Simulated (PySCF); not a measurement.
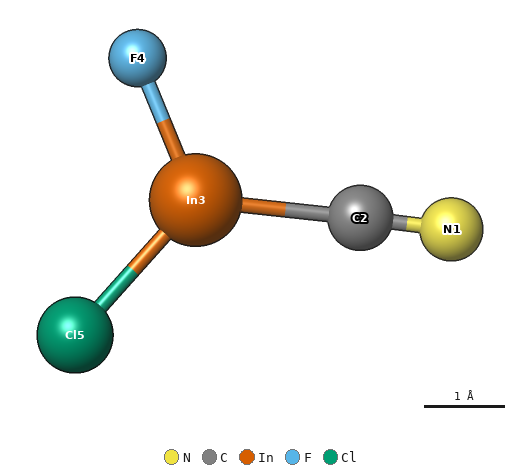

Fig. 1: The input geometry (ball-and-stick view, seen on its broad side; atoms are numbered from 1 in the order of the input). Sticks mark near contacts. Bond lengths as drawn: Cl–In 2.28 Å, C–In 2.08 Å, C–N 1.15 Å and F–In 1.92 Å.

**Single-point calculation, with input and output: CClFInN**

System: CClFInN, SMILES N#[C][In]([F])[Cl].
Method: B3LYP/def2-SVP, RKS, core potentials def2-svp (PySCF 2.14.0).

The geometry comes from this level: PBE0-D4/def2-TZVP.

### The program's output
```
converged SCF energy = -842.859954793135
total energy: -842.85995479 hartree
```

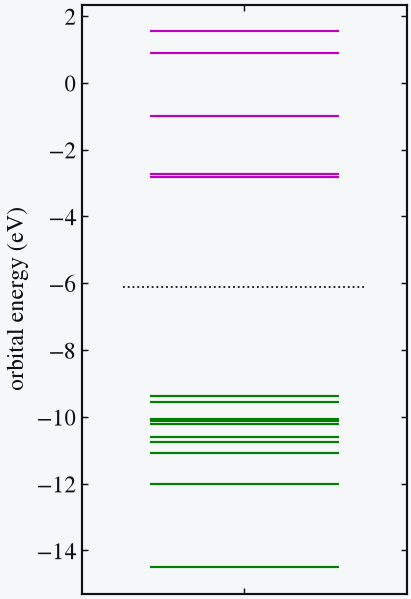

Fig. 2: Orbital energies near the frontier; the dotted line parts filled from empty levels, and levels within 0.02 eV of each other stand side by side. Highest filled −9.38 eV, lowest empty −2.83 eV, 6.55 eV apart.

This output came from the following input.

### Input (job.py)
```python
from pyscf import gto, dft

mol = gto.Mole()
mol.atom = [
    ('N', (-1.392600, 1.451400, 1.648800)),
    ('C', (-0.781900, 0.784400, 0.934900)),
    ('In', (0.330400, -0.389600, -0.376400)),
    ('F', (0.434400, -2.280900, -0.039700)),
    ('Cl', (1.459700, 0.361000, -2.209100)),
]
mol.charge = 0
mol.ecp = {'In': 'def2-svp'}
mol.max_memory = 1860
mol.verbose = 3
mol.basis = 'def2-svp'
mol.build()

calc0 = dft.RKS(mol)
calc0.xc = 'b3lyp'
calc0.conv_tol = 1e-10
calc0.grids.level = 5
calc0.kernel()
if not calc0.converged:
    calc0 = calc0.newton().run(calc0.mo_coeff, calc0.mo_occ)

etot = calc0.e_tot
print(f'total energy: {etot:.8f} hartree')
```

Launched with:
```bash
OMP_NUM_THREADS=1 python job.py
```

### Summary

```csv
quantity,value
outcome,converged
total energy,−842.859955 hartree
basis functions,86
HOMO,−9.38 eV
LUMO,−2.83 eV
dipole moment,1.50 D
hardware,"1 thread of Intel Xeon @ 2.70GHz, 189 GiB of memory available, shared host"
wall time,22 s
peak memory,0.44 GiB
```
